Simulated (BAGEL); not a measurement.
**BSiH4ClO (SMILES OB([SiH3])Cl) at HF/6-31G(d) (density fitting with qzvpp-jkfit, spherical functions)**

What is the vertical ionisation energy of BSiH4ClO at HF/6-31G* (density fitting with qzvpp-jkfit, spherical functions)? 

Program for the calculation: BAGEL 1.2.2.

1 further run of the same task is left out (set aside as unsound or not needed). Runs told in other sessions of the task aren't counted.

### 1 Starting point

BSiH4ClO has 8 atoms, charge 0, and is taken as a singlet. As SMILES, `OB([SiH3])Cl`. Geometry: relaxed at PBE0-D4/def2-TZVP. This is one conformer, not always the lowest.

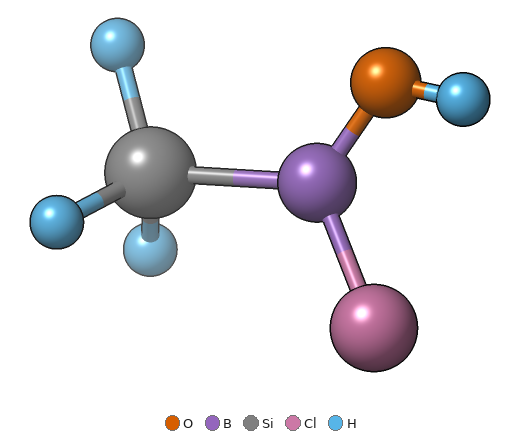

The structure, seen from a chosen angle (oxygen orange, boron purple, silicon grey, chlorine pink, hydrogen blue).

### 2 A single-point energy at HF/6-31G(d) (density fitting with qzvpp-jkfit, spherical functions)

Contents of input.json:

```json
{ "bagel": [

{
  "title": "molecule",
  "basis": "6-31gs.json",
  "df_basis": "qzvpp-jkfit",
  "angstrom": true,
  "geometry": [
    { "atom": "O", "xyz": [   -0.463400,    1.550900,   -0.888000 ] },
    { "atom": "B", "xyz": [   -0.138100,    0.255300,   -0.750100 ] },
    { "atom": "Si", "xyz": [    0.266300,   -0.556200,    1.058400 ] },
    { "atom": "Cl", "xyz": [   -0.059100,   -0.776800,   -2.196400 ] },
    { "atom": "H", "xyz": [   -0.632500,    1.816900,   -1.799600 ] },
    { "atom": "H", "xyz": [    0.148700,    0.439400,    2.155900 ] },
    { "atom": "H", "xyz": [    1.647900,   -1.109100,    1.049100 ] },
    { "atom": "H", "xyz": [   -0.677900,   -1.677400,    1.315000 ] }
  ]
},
{ "title": "hf" },
{ "title": "print", "file": "orbitals.molden", "orbitals": true }

]}
```

The basis set 6-31G* is read from a file made from the Basis Set Exchange's data (not shown).

The run is started by

```sh
$ BAGEL_NUM_THREADS=1 BAGEL input.json > input.out
```

Output:

```text
* using 1 threads per process

  ===============================================================
  ===============================================================

  *** Geometry ***

  { "atom" : "O", "xyz" : [     -0.875699,      2.930776,     -1.678077 ] },
  { "atom" : "B", "xyz" : [     -0.260971,      0.482447,     -1.417484 ] },
  { "atom" : "Si", "xyz" : [      0.503234,     -1.051066,      2.000086 ] },
  { "atom" : "Cl", "xyz" : [     -0.111683,     -1.467939,     -4.150594 ] },
  { "atom" : "H", "xyz" : [     -1.195252,      3.433443,     -3.400751 ] },
  { "atom" : "H", "xyz" : [      0.281002,      0.830346,      4.074061 ] },
  { "atom" : "H", "xyz" : [      3.114080,     -2.095895,      1.982512 ] },
  { "atom" : "H", "xyz" : [     -1.281045,     -3.169827,      2.484990 ] },

  Number of auxiliary basis functions:      480

  Since a DF basis is specified, we compute 2- and 3-index integrals:
    o Being stored without compression. Storage requirement is 0.020 GB

  Number of basis functions:       72
  Number of electrons      :       48

    * METHOD: MOLECULE                             0.24

  *** RHF ***

  === Nuclear Repulsion ===
   184.5032016099

      * DIIS with orbital gradients will be used.

  === RHF iteration (6-31gs.json) ===
      0       -850.18378586          0.01954609           0.07
      1       -850.29713161          0.01236261           0.06
      2       -850.34757077          0.00170772           0.07
      3       -850.34951358          0.00028235           0.07
      4       -850.34959560          0.00008010           0.07
      5       -850.34960254          0.00002217           0.07
      6       -850.34960301          0.00000828           0.07
      7       -850.34960308          0.00000222           0.07
      8       -850.34960309          0.00000061           0.07
      9       -850.34960309          0.00000023           0.07
     10       -850.34960309          0.00000008           0.07
     11       -850.34960309          0.00000002           0.07
     12       -850.34960309          0.00000001           0.07
    * SCF iteration converged.

    * Permanent dipole moment:
           (    0.137663,    -0.451561,     0.252948) a.u.

    * METHOD: HF                                   1.09

    * METHOD: PRINT                                0.01

  ===============================================================
```

It took 1.5 s on 1 thread of Arm Neoverse V1, shared host; peak memory 0.1 GiB.

### 3 The doublet cation

Contents of input.json:

```json
{ "bagel": [

{
  "title": "molecule",
  "basis": "6-31gs.json",
  "df_basis": "qzvpp-jkfit",
  "angstrom": "true",
  "geometry": [
    { "atom": "O", "xyz": [      -0.463400,       1.550900,      -0.888000 ] },
    { "atom": "B", "xyz": [      -0.138100,       0.255300,      -0.750100 ] },
    { "atom": "Si", "xyz": [       0.266300,      -0.556200,       1.058400 ] },
    { "atom": "Cl", "xyz": [      -0.059100,      -0.776800,      -2.196400 ] },
    { "atom": "H", "xyz": [      -0.632500,       1.816900,      -1.799600 ] },
    { "atom": "H", "xyz": [       0.148700,       0.439400,       2.155900 ] },
    { "atom": "H", "xyz": [       1.647900,      -1.109100,       1.049100 ] },
    { "atom": "H", "xyz": [      -0.677900,      -1.677400,       1.315000 ] }
  ]
},

{ "title": "uhf", "charge": 1, "nopen": 1 },

{ "title": "print", "file": "orbitals.molden", "orbitals": "true" }

]}
```

The basis set 6-31G* is read from a file made from the Basis Set Exchange's data (not shown).

The run is started by

```sh
$ BAGEL_NUM_THREADS=1 BAGEL input.json > input.out
```

Output:

```text
* using 1 threads per process

  ===============================================================
  ===============================================================

  *** Geometry ***

  { "atom" : "O", "xyz" : [     -0.875699,      2.930776,     -1.678077 ] },
  { "atom" : "B", "xyz" : [     -0.260971,      0.482447,     -1.417484 ] },
  { "atom" : "Si", "xyz" : [      0.503234,     -1.051066,      2.000086 ] },
  { "atom" : "Cl", "xyz" : [     -0.111683,     -1.467939,     -4.150594 ] },
  { "atom" : "H", "xyz" : [     -1.195252,      3.433443,     -3.400751 ] },
  { "atom" : "H", "xyz" : [      0.281002,      0.830346,      4.074061 ] },
  { "atom" : "H", "xyz" : [      3.114080,     -2.095895,      1.982512 ] },
  { "atom" : "H", "xyz" : [     -1.281045,     -3.169827,      2.484990 ] },

  Number of auxiliary basis functions:      480

  Since a DF basis is specified, we compute 2- and 3-index integrals:
    o Being stored without compression. Storage requirement is 0.020 GB

  Number of basis functions:       72
  Number of electrons      :       48

    * METHOD: MOLECULE                             0.25

  *** Open-shell HF ***

  === Nuclear Repulsion ===
   184.5032016099

      * DIIS with orbital gradients will be used.

  === UHF iteration (6-31gs.json) ===
      0       -849.77141579          0.04028465           0.14
      1       -849.90142275          0.02868622           0.13
      2       -849.94170792          0.01889115           0.13
      3       -849.97135747          0.00136419           0.13
      4       -849.97204650          0.00053651           0.13
      5       -849.97214674          0.00020382           0.13
      6       -849.97218110          0.00008242           0.13
      7       -849.97219106          0.00004135           0.14
      8       -849.97219473          0.00002304           0.14
      9       -849.97219625          0.00000967           0.14
     10       -849.97219650          0.00000484           0.15
     11       -849.97219656          0.00000322           0.14
     12       -849.97219658          0.00000234           0.13
     13       -849.97219659          0.00000138           0.14
     14       -849.97219660          0.00000092           0.13
     15       -849.97219660          0.00000063           0.15
     16       -849.97219660          0.00000046           0.14
     17       -849.97219660          0.00000031           0.13
     18       -849.97219660          0.00000017           0.13
     19       -849.97219660          0.00000012           0.13
     20       -849.97219660          0.00000009           0.13
     21       -849.97219660          0.00000007           0.13
     22       -849.97219660          0.00000004           0.13
     23       -849.97219660          0.00000003           0.13
     24       -849.97219660          0.00000002           0.13
     25       -849.97219660          0.00000001           0.13
     26       -849.97219660          0.00000001           0.13
    * SCF iteration converged.

    * S^2 (UHF) is 0.7649

    * Permanent dipole moment:
           (   -0.021436,    -0.183153,    -0.562492) a.u.

    * METHOD: UHF                                  3.83

    * METHOD: PRINT                                0.01

  ===============================================================
```

Run time: 4.5 s. Hardware: 1 thread of Arm Neoverse V1, shared host; peak memory 0.1 GiB.

### 4 Summary of results

Level: HF/6-31G* (density fitting with qzvpp-jkfit, spherical functions).

```
                                          quantity          value
                    singlet BSiH4ClO: total energy  -850.34960 Eh
                   singlet BSiH4ClO: dipole moment         1.36 D
                     singlet BSiH4ClO: HOMO energy      -11.42 eV
                     singlet BSiH4ClO: LUMO energy        2.80 eV
                   singlet BSiH4ClO: HOMO–LUMO gap       14.22 eV
                      doublet cation: total energy  -849.97220 Eh
                              doublet cation: ⟨S²⟩          0.765
vertical ionisation energy (to the doublet cation)      10.270 eV
```

What this shows: The vertical ionisation energy comes to 10.27 eV (991 kJ/mol). The negative HOMO energy of the first species, 11.42 eV, lies 1.15 eV above that difference.
